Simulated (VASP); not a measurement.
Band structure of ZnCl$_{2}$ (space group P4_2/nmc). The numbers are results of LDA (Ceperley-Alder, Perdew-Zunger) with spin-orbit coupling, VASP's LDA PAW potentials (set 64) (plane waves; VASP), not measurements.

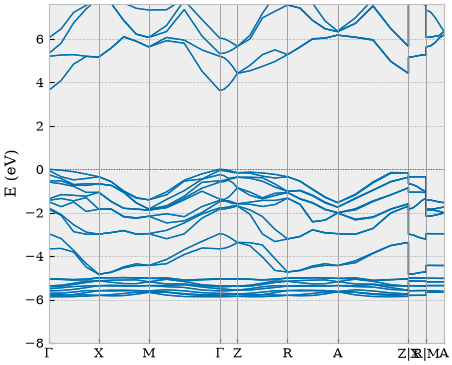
Figure: Bands along high-symmetry lines, zero at the valence-band maximum or, without a gap, the Fermi level

Task: Read the plot: is there a gap, and where are the band edges?

Result: The gap is direct, 3.62 eV, from the valence maximum at Γ to the conduction minimum at Γ.

The structure comes from a computed database's ZnCl2 entry (P4_2/nmc); how it stands against other phases isn't given here. It was relaxed first, which changed the volume by -12 %.
